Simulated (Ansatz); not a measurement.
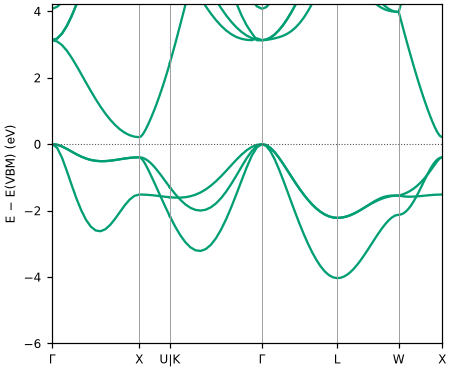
Figure. Band structure from PBE in the plane-wave PAW code Ansatz

### Question
Read off the gap and where the band edges lie.

### Answer
About 0.2 eV (0.21 eV by a search for the band edges); maximum at Γ, minimum at X.

The material is YN (rock salt, Fm-3m).

Symmetry was held in the PBE relaxation. The run is not spin-polarised. Scalar-relativistic: spin–orbit coupling is off unless named, which matters more the heavier the elements.

Potentials: the later of the program's two PAW sets.
